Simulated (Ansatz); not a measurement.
Ta (bcc, W type), conventional cell a = b = c = 3.305 Å, α = β = γ = 90.00°. The calculation uses the primitive cell of 1 atom, to which meshes and values per cell refer.

Equation-of-state scan: isotropic scaling of the cell above, V₀ being its volume. Symmetry pins the atoms to their sites.

Calculation: r2SCAN (plane waves to 500 eV, PAW, scalar-relativistic; Ansatz, a first-principles code). k mesh 21×21×21 (Γ-centred), Fermi-Dirac smearing 0.05 eV. E stands for the smeared free energy. Spin-orbit coupling is left out, though Ta is heavy. Ta is run without spin polarisation. Ta was relaxed with its symmetry unable to fall. The zero of ΔE is the relaxed starting cell.

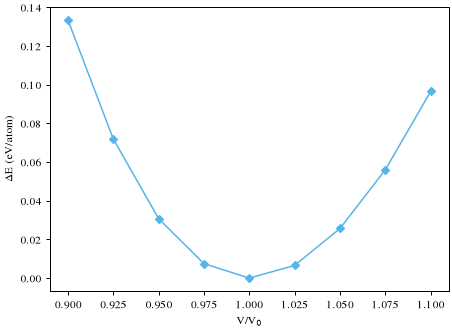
ΔE (eV/atom) against V/V₀; markers are the computed points, lines only join them.

The pressure derivative B₀′ (fit) comes out as 3.7 and the pressure at the smallest volume is 25.7 GPa. The pressure for 5 % compression (fit) is 11.3 GPa, the bulk modulus B₀ (third-order Birch-Murnaghan fit) is 200 GPa and the energy cost of the largest expansion is 97 meV/atom.

P = (3B₀/2)(x⁷ − x⁵)[1 + ¾(B₀′ − 4)(x² − 1)] with x = (1/0.95)^(1/3), B₀ = 200 GPa and B₀′ = 3.67.

(Under strain, the slope of the energy per volume gives the stress and its curvature an elastic modulus.)
